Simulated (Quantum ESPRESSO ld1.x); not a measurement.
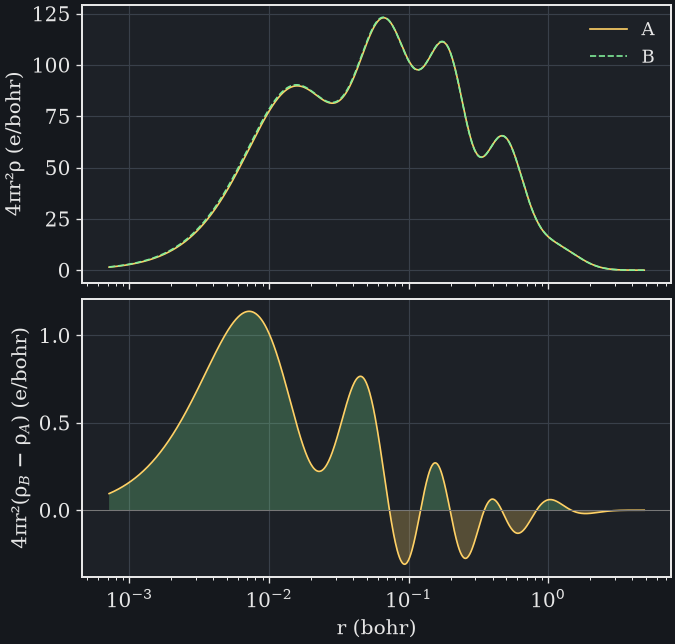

The ytterbium ion Yb²⁺ in [Xe] 4f14 was computed with two values of the speed of light (atomic units): c = 411.108; c = 685.18. Theory: Dirac Kohn-Sham, LDA (Slater exchange, VWN5 correlation), spin-unpolarised, spherical densities, point nucleus (computed with Quantum ESPRESSO ld1.x 7.5).

The plot shows both radial densities and the radial density of run B less that of run A; on the logarithmic r axis, areas aren't charges.

**Which run is A and which is B? Where does the charge move?**

A is c = 685.18; B is c = 411.108. B holds 0.080 electrons more than A where the difference is positive (most at r = 0.0072 bohr) and 0.080 electrons fewer where it is negative (most at r = 0.093 bohr), with no net change.
